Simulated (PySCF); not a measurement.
Geometry relaxation, with input and output: C3H6S

The run: geometry relaxation of C3H6S. Method and program: PBE0/pcSseg-1 tight geometry optimisation and Hessian, gas phase (PySCF 2.14.0).

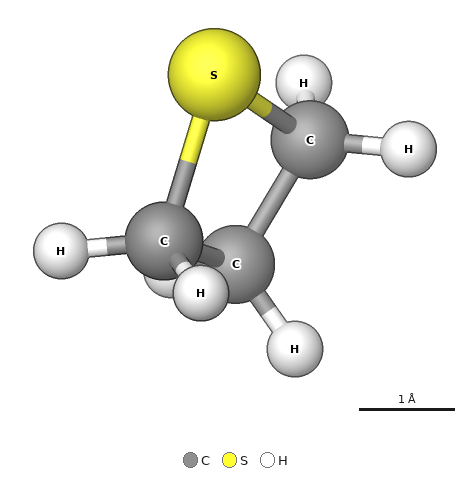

**Figure 1.** The structure as given in the input (ball-and-stick view, seen at a tilt).

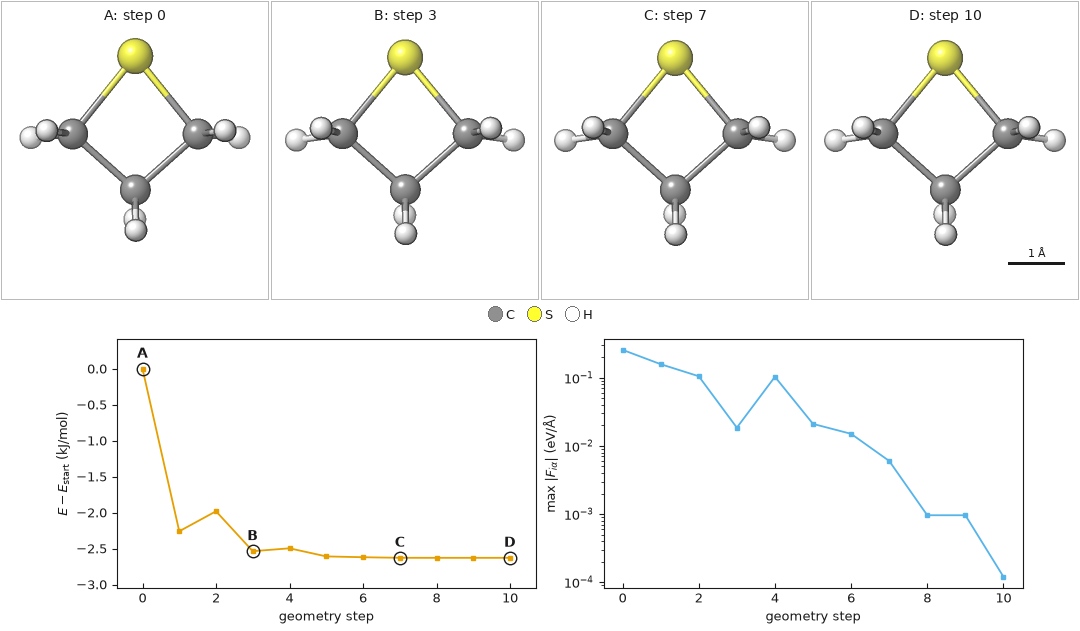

**Figure 2.** Frames of the relaxation (ball-and-stick view, seen at a tilt) above the curves, on which the letters mark them (steps are counted from 0).

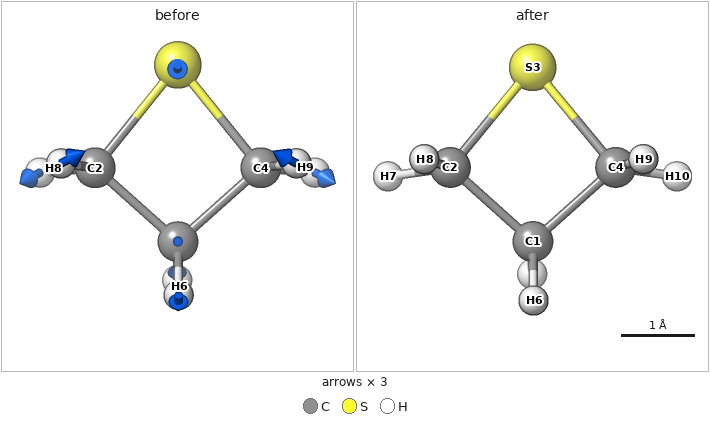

**Figure 3.** Before (left) and after (right) the relaxation, at one scale (ball-and-stick view, seen at a tilt). The blue arrows give the displacements, magnified 3 times. S3 moves most after the best rigid fit: 0.19 Å. Largest moves by element: S 0.19 Å, H 0.16 Å, C 0.03 Å. Among the contacts that change: C2–S3 1.834 → 1.841 Å, C2–H7 1.087 → 1.094 Å, C1–H5 1.089 → 1.095 Å. Among the angles that change: S3–C2–H7 112.5° → 114.6°, S3–C4–H10 112.5° → 114.6°. After 10 geometry steps the energy has fallen by 2.63 kJ/mol. Largest force component: 0.26 eV/Å at the start, 0.00012 eV/Å at the end. (Atoms are counted from 1 in the order of the input.)

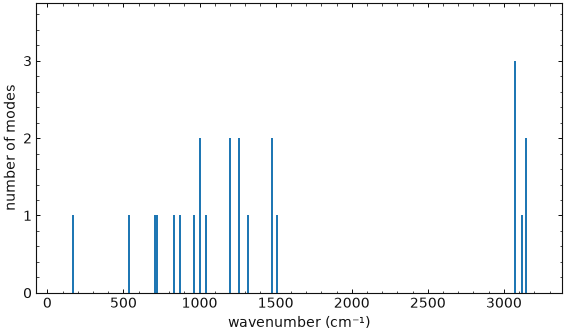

**Figure 4.** Harmonic vibrational wavenumbers from the force constants; neighbouring modes closer than 14 cm⁻¹ are counted in one stick. 24 modes from 166 to 3144 cm⁻¹, none imaginary.

These pictures come from the run below.

### Input file
```
{"job": {"xc": "PBE0", "basis": "pcSseg-1", "grid": 2, "temperatures": [100, 700], "kind": "geom"}, "charge": 0, "multiplicity": 1}
C      0.137848    -0.661839    -0.277317
C      1.050751     0.537953    -0.018603
S     -0.245302     1.421450     0.931278
C     -1.151879    -0.001199     0.212753
H      0.412037    -1.515964     0.340788
H      0.106955    -0.982690    -1.318469
H      1.939958     0.341274     0.575050
H      1.316862     1.100105    -0.911621
H     -1.814737     0.334136    -0.582533
H     -1.716963    -0.554608     0.958563
```

The first line tells a small driver script what to run in PySCF; the rest is the geometry in Å.

Command:
```bash
OMP_NUM_THREADS=1 python <driver script> task.json out
```

### What the program printed
```
step   0  E = -14034.9944544 eV  max force = 0.25784
step   1  E = -14035.0178734 eV  max force = 0.15880
step   2  E = -14035.0149902 eV  max force = 0.10562
step   3  E = -14035.0207459 eV  max force = 0.01856
step   4  E = -14035.0203280 eV  max force = 0.10366
step   5  E = -14035.0214960 eV  max force = 0.02108
step   6  E = -14035.0216148 eV  max force = 0.01506
step   7  E = -14035.0216982 eV  max force = 0.00602
step   8  E = -14035.0217011 eV  max force = 0.00096
step   9  E = -14035.0217011 eV  max force = 0.00096
step  10  E = -14035.0217012 eV  max force = 0.00012
harmonic wavenumbers (cm-1): 166.2 538.5 704.8 719.1 831.2 869.8 963.2 996.2 1007.9 1040.1 1199.0 1207.5 1254.9 1263.5 1317.4 1470.1 1477.2 1506.5 3062.8 3073.9 3074.4 3117.0 3139.7 3144.3
```

### Trajectory as extended XYZ (Å, eV, eV/Å), 11 frames, from step=0 to step=10
```
10
Properties=species:S:1:pos:R:3:forces:R:3 step=0 energy=-14034.99445
C     0.1378   -0.6618   -0.2773   -0.0412   0.1752   0.0282
C     1.0508    0.5380   -0.0186   -0.0111   0.1369   0.0958
S    -0.2453    1.4215    0.9313   -0.0006   0.0776   0.1636
C    -1.1519   -0.0012    0.2128   -0.0324   0.1264   0.0965
H     0.4120   -1.5160    0.3408    0.0425  -0.1445   0.0719
H     0.1070   -0.9827   -1.3185    0.0185  -0.1404  -0.1556
H     1.9400    0.3413    0.5750    0.2578  -0.0470   0.0030
H     1.3169    1.1001   -0.9116    0.1594   0.0303  -0.1962
H    -1.8147    0.3341   -0.5825   -0.1914  -0.0578  -0.1601
H    -1.7170   -0.5546    0.9586   -0.2015  -0.1566   0.0528
10
Properties=species:S:1:pos:R:3:forces:R:3 step=1 energy=-14035.01787
C     0.1443   -0.6745   -0.2452   -0.0166   0.0447  -0.0581
C     1.0444    0.5461   -0.0311    0.1406   0.0916   0.0858
S    -0.2065    1.3272    1.0813    0.0264  -0.1557  -0.1205
C    -1.1526    0.0082    0.1996   -0.1453   0.0196   0.1150
H     0.4143   -1.4800    0.4471   -0.0117   0.0353  -0.0162
H     0.1371   -1.0822   -1.2638    0.0094  -0.0288   0.0211
H     2.0185    0.3616    0.4448   -0.1588   0.0659  -0.1250
H     1.1860    1.1522   -0.9383    0.0178  -0.1034   0.1259
H    -1.7303    0.4386   -0.6319    0.0560  -0.0952   0.1204
H    -1.8199   -0.5784    0.8475    0.0822   0.1260  -0.1486
10
Properties=species:S:1:pos:R:3:forces:R:3 step=2 energy=-14035.01499
C     0.1382   -0.6578   -0.2646    0.0096  -0.0367   0.0074
C     1.0536    0.5491   -0.0215   -0.0603  -0.0550  -0.0025
S    -0.2270    1.3767    1.0007   -0.0114   0.0832   0.0852
C    -1.1599    0.0072    0.2108    0.0769  -0.0211  -0.0169
H     0.4110   -1.4923    0.3882    0.0063  -0.0141   0.0221
H     0.1213   -1.0303   -1.2951    0.0008  -0.0084  -0.0102
H     1.9846    0.3492    0.5102    0.0922  -0.0261   0.0520
H     1.2818    1.1204   -0.9233   -0.0004   0.0775  -0.1056
H    -1.7960    0.3668   -0.6002   -0.0556   0.0648  -0.0994
H    -1.7720   -0.5704    0.9046   -0.0580  -0.0640   0.0679
10
Properties=species:S:1:pos:R:3:forces:R:3 step=3 energy=-14035.02075
C     0.1416   -0.6668   -0.2532    0.0040  -0.0186  -0.0052
C     1.0487    0.5488   -0.0272   -0.0056  -0.0173   0.0167
S    -0.2120    1.3392    1.0563    0.0023  -0.0131  -0.0093
C    -1.1568    0.0088    0.2042    0.0163  -0.0118   0.0144
H     0.4122   -1.4799    0.4290   -0.0037   0.0138  -0.0031
H     0.1329   -1.0691   -1.2741    0.0006   0.0054   0.0186
H     2.0084    0.3588    0.4626   -0.0087   0.0055  -0.0081
H     1.2225    1.1416   -0.9317   -0.0115   0.0119  -0.0066
H    -1.7558    0.4124   -0.6190    0.0031   0.0160  -0.0084
H    -1.8063   -0.5751    0.8630    0.0033   0.0081  -0.0090
10
Properties=species:S:1:pos:R:3:forces:R:3 step=4 energy=-14035.02033
C     0.1445   -0.6744   -0.2438    0.0020  -0.0116  -0.0089
C     1.0444    0.5481   -0.0312    0.0469   0.0319  -0.0063
S    -0.1996    1.3072    1.0995    0.0076  -0.0692  -0.0888
C    -1.1534    0.0101    0.1995   -0.0561   0.0077   0.0047
H     0.4131   -1.4699    0.4613   -0.0112   0.0329  -0.0286
H     0.1423   -1.0997   -1.2563   -0.0010   0.0182   0.0329
H     2.0265    0.3679    0.4231   -0.1011   0.0278  -0.0434
H     1.1731    1.1576   -0.9371   -0.0143  -0.0624   0.1037
H    -1.7214    0.4490   -0.6333    0.0611  -0.0441   0.0954
H    -1.8339   -0.5773    0.8283    0.0663   0.0689  -0.0607
10
Properties=species:S:1:pos:R:3:forces:R:3 step=5 energy=-14035.02150
C     0.1431   -0.6710   -0.2491   -0.0020   0.0073  -0.0024
C     1.0463    0.5479   -0.0288    0.0090   0.0084  -0.0001
S    -0.2067    1.3250    1.0739    0.0037  -0.0203  -0.0128
C    -1.1545    0.0091    0.2022   -0.0116   0.0034   0.0021
H     0.4127   -1.4761    0.4425   -0.0016   0.0059  -0.0001
H     0.1370   -1.0821   -1.2660    0.0007  -0.0015   0.0041
H     2.0150    0.3634    0.4456   -0.0177   0.0075  -0.0139
H     1.1994    1.1484   -0.9333   -0.0056  -0.0153   0.0211
H    -1.7393    0.4290   -0.6248    0.0159  -0.0100   0.0188
H    -1.8175   -0.5750    0.8479    0.0092   0.0144  -0.0167
10
Properties=species:S:1:pos:R:3:forces:R:3 step=6 energy=-14035.02161
C     0.1433   -0.6715   -0.2482    0.0000  -0.0007  -0.0019
C     1.0457    0.5480   -0.0292    0.0071   0.0012   0.0037
S    -0.2051    1.3208    1.0788    0.0021  -0.0140  -0.0135
C    -1.1541    0.0094    0.2016   -0.0058  -0.0019   0.0052
H     0.4127   -1.4745    0.4462   -0.0020   0.0065  -0.0027
H     0.1381   -1.0857   -1.2641    0.0001   0.0022   0.0065
H     2.0167    0.3647    0.4407   -0.0151   0.0055  -0.0094
H     1.1940    1.1497   -0.9334   -0.0056  -0.0072   0.0129
H    -1.7352    0.4326   -0.6259    0.0106  -0.0030   0.0111
H    -1.8204   -0.5748    0.8435    0.0086   0.0115  -0.0117
10
Properties=species:S:1:pos:R:3:forces:R:3 step=7 energy=-14035.02170
C     0.1439   -0.6731   -0.2465   -0.0004   0.0014  -0.0001
C     1.0445    0.5475   -0.0297    0.0018   0.0041  -0.0029
S    -0.2028    1.3142    1.0857    0.0004  -0.0018  -0.0010
C    -1.1530    0.0096    0.2009   -0.0042   0.0028  -0.0024
H     0.4128   -1.4727    0.4517    0.0000  -0.0003   0.0001
H     0.1397   -1.0910   -1.2607    0.0000  -0.0006  -0.0008
H     2.0189    0.3671    0.4331   -0.0032   0.0010  -0.0021
H     1.1839    1.1519   -0.9334    0.0002  -0.0049   0.0060
H    -1.7274    0.4391   -0.6278    0.0033  -0.0041   0.0058
H    -1.8250   -0.5740    0.8366    0.0019   0.0025  -0.0026
10
Properties=species:S:1:pos:R:3:forces:R:3 step=8 energy=-14035.02170
C     0.1438   -0.6730   -0.2467    0.0001  -0.0006   0.0000
C     1.0445    0.5476   -0.0297    0.0004  -0.0009   0.0009
S    -0.2029    1.3145    1.0853    0.0000   0.0000  -0.0009
C    -1.1530    0.0096    0.2009    0.0003  -0.0008   0.0010
H     0.4128   -1.4727    0.4513   -0.0002   0.0002  -0.0003
H     0.1396   -1.0907   -1.2610   -0.0001   0.0004   0.0004
H     2.0187    0.3671    0.4335   -0.0004   0.0000  -0.0001
H     1.1846    1.1515   -0.9332   -0.0003   0.0005  -0.0004
H    -1.7279    0.4385   -0.6275   -0.0001   0.0008  -0.0004
H    -1.8247   -0.5739    0.8369    0.0003   0.0004  -0.0001
10
Properties=species:S:1:pos:R:3:forces:R:3 step=9 energy=-14035.02170
C     0.1438   -0.6730   -0.2467    0.0001  -0.0006   0.0000
C     1.0445    0.5476   -0.0297    0.0004  -0.0009   0.0009
S    -0.2029    1.3145    1.0853    0.0000   0.0000  -0.0009
C    -1.1530    0.0096    0.2009    0.0003  -0.0008   0.0010
H     0.4128   -1.4727    0.4513   -0.0002   0.0002  -0.0003
H     0.1396   -1.0907   -1.2610   -0.0001   0.0004   0.0004
H     2.0187    0.3671    0.4335   -0.0004   0.0000  -0.0001
H     1.1846    1.1515   -0.9332   -0.0003   0.0005  -0.0004
H    -1.7279    0.4385   -0.6275   -0.0001   0.0008  -0.0004
H    -1.8247   -0.5739    0.8369    0.0003   0.0004  -0.0001
10
Properties=species:S:1:pos:R:3:forces:R:3 step=10 energy=-14035.02170
C     0.1438   -0.6730   -0.2467    0.0000   0.0000   0.0000
C     1.0445    0.5476   -0.0297    0.0000  -0.0001   0.0000
S    -0.2029    1.3146    1.0852    0.0001   0.0000   0.0000
C    -1.1530    0.0096    0.2010    0.0000   0.0001   0.0000
H     0.4128   -1.4728    0.4512   -0.0001   0.0000   0.0000
H     0.1396   -1.0906   -1.2610   -0.0001   0.0000   0.0000
H     2.0187    0.3671    0.4335    0.0000  -0.0001   0.0000
H     1.1846    1.1515   -0.9332    0.0001  -0.0001   0.0000
H    -1.7279    0.4385   -0.6275    0.0000   0.0001   0.0000
H    -1.8247   -0.5739    0.8370    0.0000   0.0001   0.0000
```

### Results in brief

- outcome: converged
- wavenumbers, lowest and highest: 166 and 3144 cm⁻¹
- hardware: 1 CPU thread, shared host
- wall time: 5.7 min
- peak memory: 0.58 GiB
